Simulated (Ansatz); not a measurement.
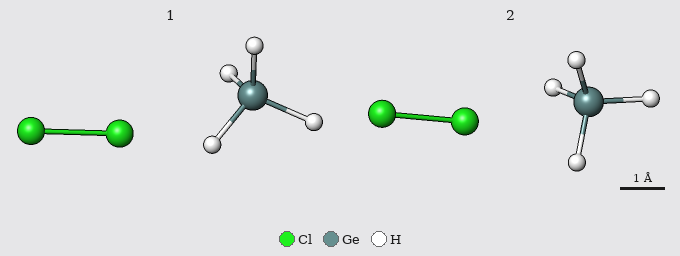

Two geometries of GeH4Cl2 (coarse preliminary run), drawn at one scale. One is the start of a relaxation, the other its converged end. The picture is a ball-and-stick view, seen at a tilt.

Method: Ansatz 0.2.0, RKS PBE-D4/def2-SVP. Set-up: force threshold 0.03 eV/Å; at most 250 steps.

Which geometry has the lower energy?

Answer. Structure 1 is the relaxed one. The energy falls by 0.328 eV in 9 geometry steps. Largest force component: 1.3 eV/Å at the start, 0.024 eV/Å at the end. An H atom moves most after the best rigid fit: 0.70 Å. Largest moves by element: H 0.70 Å, Cl 0.48 Å, Ge 0.19 Å. Some distances before and after: Cl–Ge 2.957 → 3.333 Å, Ge–H 1.491 → 1.566 Å, Cl–Cl 2.020 → 2.094 Å, Ge–H 1.480 → 1.549 Å. Bond angles that change, for instance: H–Ge–H 108.5° → 110.5°.

Limits of the set-up: the start holds two separate molecules, 2.8 Å apart at their closest, whose relative position is a soft coordinate.
